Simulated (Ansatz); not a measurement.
# UHF/STO-3G run of InH2 (SMILES [InH2])

What is the energy change on altering one bond length of InH2 at UHF/STO-3G? 

The results are computed with Ansatz 0.2.0.

22 further runs of the same task are left out: 22 set aside as unsound or not needed.

**1. The system as given**

InH2 has 3 atoms, charge 0, and is taken as a doublet. SMILES: `[InH2]`. The shape is that of a PBE0-D4/def2-TZVP optimisation.

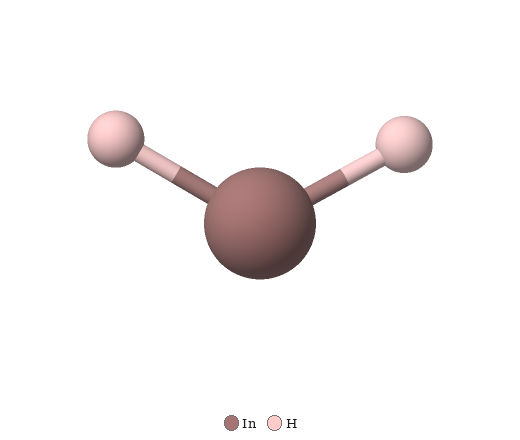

Viewed from a chosen angle; indium brown, hydrogen pink.

**2. A single-point energy at UHF/STO-3G**

job.yaml reads:

```yaml
crystal:
  periodic: [false, false, false]
  atoms:
    - symbol: In
      position_ang: [0.384600, -0.425400, 0.149800]
    - symbol: H
      position_ang: [0.691300, 1.265400, 0.521600]
    - symbol: H
      position_ang: [-1.086900, -0.904800, -0.684700]
basis:
  gaussian:
    orbitals: STO-3G
accuracy: high
hamiltonian:
  xc: hf
magnetization:
  spin_polarized: true
  initial_magnetization: 1
```

The run is started by

```console
ansatz run job.yaml --threads 1 --pin off --max-ram 2610MiB --events-out events.jsonl --progress --plain --runs-dir runs
```

Standard output:

```text
Warning: RAYON_NUM_THREADS=1 ignored (pool sized by the plan → 1); use --threads N
Functional definition: HF
  name "HF"
  exchange = exact_x
  correlation = 0
499 factors; integrals over basis functions are off by at most 4.0e-9 eV
mean field evaluation 1: about -154667.6101 eV, gradient 6.0e0 eV
mean field evaluation 2: about -154667.6195 eV, gradient 5.9e0 eV
mean field evaluation 4: about -154668.3687 eV, gradient 7.2e-1 eV
mean field evaluation 8: about -154668.3894 eV, gradient 1.7e-2 eV
mean field -154668.38936397 eV, -5683.9584711260 hartree, gradient 9.6e-9 eV, S^2 0.751135; 0 other end points of the search recorded, 0 dependent functions left out
reference -154668.38936397 eV, -5683.9584711260 hartree; 26, 25 occupied and 3, 4 virtual orbitals, 499 factors
Total energy: -154668.38936397 eV, -5683.9584711260 hartree
```

Wall time 0.42 s (1 thread of Arm Neoverse V2, shared host).

**3. The distorted shape, same level**

run.yaml reads:

```yaml
crystal:
  periodic: [false, false, false]
  atoms:
    - symbol: In
      position_ang: [0.752440, -0.305562, 0.358405]
    - symbol: H
      position_ang: [1.059140, 1.385238, 0.730205]
    - symbol: H
      position_ang: [-1.086900, -0.904800, -0.684700]
basis:
  gaussian:
    orbitals: STO-3G
magnetization:
  spin_polarized: true
  initial_magnetization: 1
hamiltonian:
  xc: hf
accuracy: high
```

The run is started by

```console
ansatz run run.yaml --threads 1 --pin off --max-ram 2610MiB --events-out events.jsonl --progress --plain --runs-dir runs
```

Standard output:

```text
Warning: RAYON_NUM_THREADS=1 ignored (pool sized by the plan → 1); use --threads N
[... 4 set-up lines as earlier in the session ...]
499 factors; integrals over basis functions are off by at most 4.0e-9 eV
mean field evaluation 1: about -154665.7492 eV, gradient 7.1e0 eV
mean field evaluation 2: about -154665.7609 eV, gradient 7.0e0 eV
mean field evaluation 4: about -154666.8792 eV, gradient 1.0e0 eV
mean field evaluation 8: about -154666.9204 eV, gradient 4.9e-3 eV
mean field evaluation 16: about -154666.9180 eV, gradient 1.7e-8 eV
mean field -154666.91797968 eV, -5683.9043987507 hartree, gradient 1.7e-8 eV, S^2 0.810117; 0 other end points of the search recorded, 0 dependent functions left out
reference -154666.91797968 eV, -5683.9043987507 hartree; 26, 25 occupied and 3, 4 virtual orbitals, 499 factors
Total energy: -154666.91797968 eV, -5683.9043987507 hartree
```

It took 0.44 s on 1 thread of Arm Neoverse V2, shared host.

**4. Outcome**

Level: UHF/STO-3G.

```
                                                          quantity           value
                                         first shape: total energy  -5683.95847 Eh
                                                 first shape: ⟨S²⟩           0.751
                                     distorted shape: total energy  -5683.90440 Eh
                                             distorted shape: ⟨S²⟩           0.810
energy change with the In1–H3 bond stretched from 1.758 to 2.198 Å        1.471 eV
```

With the In1–H3 bond stretched from 1.758 to 2.198 Å the energy rises by 1.47 eV (34 kcal/mol). The first shape isn't relaxed at this level, so the change isn't measured from a minimum. The minimal basis adds a large error of its own. Relativity is left out (first shape) although the molecule holds a heavy atom. Relativity is left out (distorted shape) although the molecule holds a heavy atom.
